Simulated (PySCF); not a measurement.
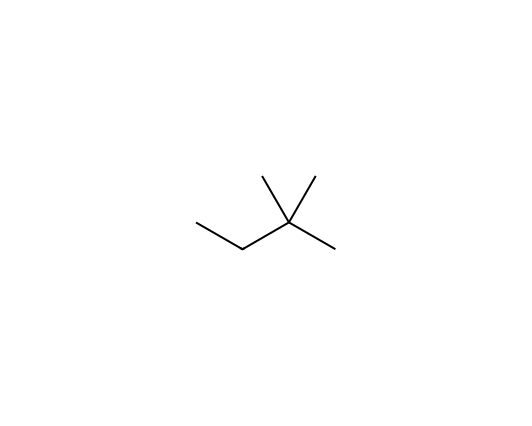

Computed geometry: PBE0-D3(BJ)/def2-SVP optimisation. No frequency run is at hand to confirm it as a minimum. Program: PySCF 2.14.0.

Tabulate HOMO–LUMO gap (eV), HOMO energy (eV) at these levels: BLYP/pcSseg-1; BP86/pcSseg-1; LDA/pcSseg-1; OPBE/pcSseg-1; PBE/pcSseg-1.

```csv
level,HOMO–LUMO gap (eV),HOMO energy (eV)
BLYP/pcSseg-1,7.77,−7.26
BP86/pcSseg-1,7.99,−7.45
LDA/pcSseg-1,7.68,−7.43
OPBE/pcSseg-1,8.16,−7.30
PBE/pcSseg-1,7.84,−7.35
```
